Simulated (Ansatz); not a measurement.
## A computed series for Sn: response to strain

Consider Sn in the diamond structure (space group Fd-3m, No. 227; a = 6.569 Å).

Strains are applied to the cell and any free atomic positions relax.

All numbers come from r2SCAN in Ansatz (plane waves to 500 eV, PAW, no spin-orbit coupling), earlier PAW set.

Notes on the quantities. energy relative to the base: free energy F.

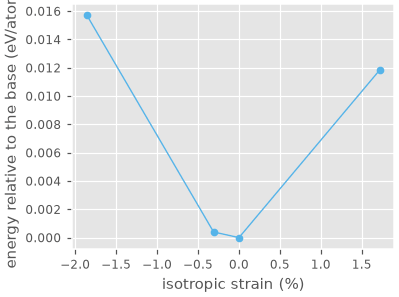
Figure. Energy relative to the base against isotropic strain

```tsv
isotropic strain (%)	energy relative to the base
-1.86	+16 meV/atom
-0.31	+0.4 meV/atom
1.72	+12 meV/atom
```

No phonon test of stability was made.

Ansatz is an electronic-structure program.
